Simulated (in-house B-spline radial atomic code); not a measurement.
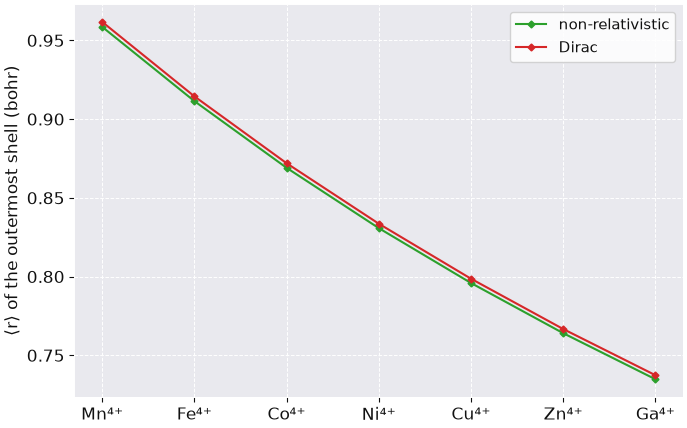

The effect of relativity on the mean radius of the outermost shell, taken as the one with the largest non-relativistic radius (j-weighted means). System: Mn⁴⁺, Fe⁴⁺, Co⁴⁺, Ni⁴⁺, Cu⁴⁺, Zn⁴⁺ and Ga⁴⁺. Level of theory: Hartree–Fock, non-relativistic against Dirac–Coulomb; calculated with a B-spline radial code.

No shell contracts. The largest expansion is in Ga⁴⁺ (3d, 0.735 to 0.737 bohr, 0.35 %).
